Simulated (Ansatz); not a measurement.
NOSi (SMILES N#[Si][O-]) (charge −1)

Input file:

```
crystal:
  periodic: [false, false, false]
  atoms:
    - {symbol: N, position_ang: [0.000000, 0.000000, -1.578137]}
    - {symbol: O, position_ang: [0.000000, 0.000000, 1.572063]}
    - {symbol: Si, position_ang: [0.000000, 0.000000, 0.006074]}
basis:
  gaussian: {orbitals: def2-TZVPD}
total_charge: -1
hamiltonian: {xc: pbe0}
output: {forces: true, orbitals: {seedname: orbitals}}
```

Launched as:

```sh
ansatz run input.yaml --threads 1 --pin off --max-ram 2610MiB --events-out events.jsonl --progress --plain --runs-dir runs
```

Geometry: PBE0-D3(BJ)/def2-SVPD.

All numbers below come from isolated molecule in a Gaussian basis; Kohn-Sham density functional theory, functional PBE0 in Ansatz 0.2.0.

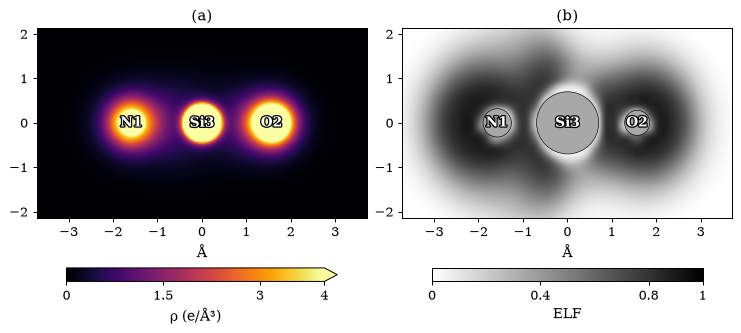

Figure 1. (a) electron density; (b) ELF on a plane that holds the molecular axis. Grey discs cover the atomic cores in the ELF map.

> Interpret the plot.

The plane passes through N, O and Si nuclei.
Si–O (1.57 Å): ρ is about 1.3 e/Å³ halfway; the ELF peaks at about 0.80 between the atoms; a polar covalent bond.
Si–N (1.58 Å): ρ is about 1.3 e/Å³ halfway; the ELF peaks at about 0.80 in the valence shell of N, 0.6 Å from its nucleus, and is about 0.40 at the midpoint.
The ELF also peaks beside N1 and O2, away from the bonds: lone-pair regions.

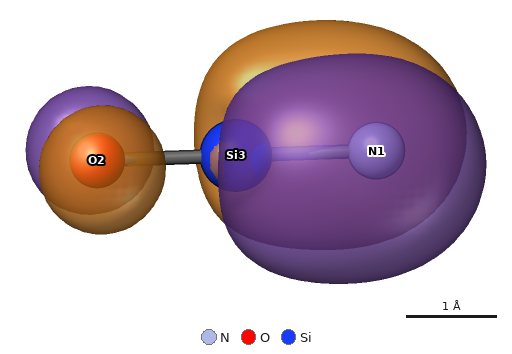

Figure 2. The HOMO at ±0.08 Å⁻³ᐟ² (orange and purple are the two phases), seen from one side.

> Describe this orbital and give its energy.

Its weight (Hirshfeld) is mainly on N1 (about 60 %), Si3 (about 30 %) and O2 (about 10 %). It is one of a degenerate set, so its orientation is arbitrary. Its energy is −1.36 eV.
